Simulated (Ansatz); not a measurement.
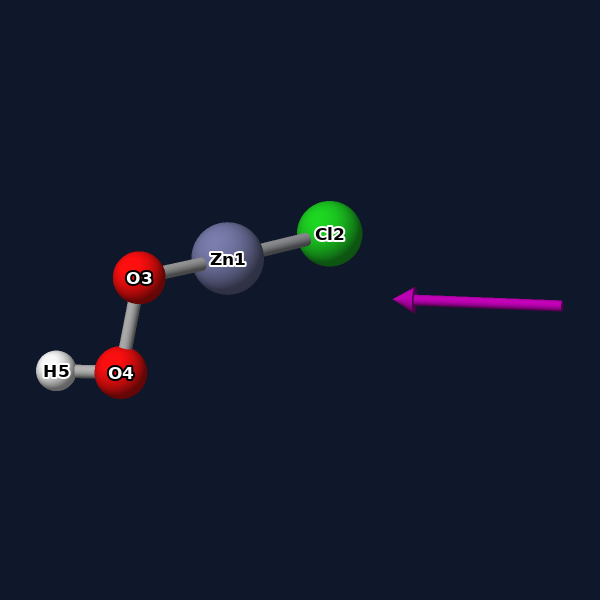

The arrow beside the molecule shows the direction of the dipole moment, from the negative to the positive end (its length means nothing). Computed geometry: PBE0-D4/def2-TZVP optimisation. Method: RKS PBE0-D4/def2-TZVP (Ansatz 0.2.0).

Q: Estimate the dipole moment.

A: 1.53 D; it points from the side of Cl2 to the side of H5 (the outermost atoms at the two ends).
